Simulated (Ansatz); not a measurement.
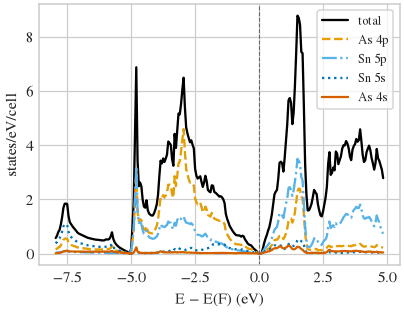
Figure. Total and projected density of states of SrSn2As2 in space group R-3m (No. 166; Sr on 3a, Sn on 6c, As on 6c), r²SCAN in the plane-wave PAW code Ansatz

Q: Which orbitals carry the states next to the Fermi level?

A: Within 0.5 eV of the Fermi level: Sn 5p 32 %, As 4p 30 %, Sn 5s 17 %, As 4s 7 %, outside the projected shells 9 %. Projections are on Löwdin-orthogonalised atomic valence shells; empty p or d shells of many metals are not among them.

Q: Where is the tallest occupied peak in this window, and what makes it?

A: Near -4.8 eV, about 6.9 states/eV per cell; the largest projected share is Sn 5p.

The first step of the workflow began from a Materials Project structure, measured or hypothetical; the Crystallography Open Database files this formula in space group No. 166, but the cells were not matched. Its standing as an ambient phase is unchecked. The cell was relaxed with r²SCAN under the symmetry of its start; its stability against distortions is not shown here. Spin–orbit coupling is left out wherever it is not named.

Potentials: the later of the program's two PAW sets.
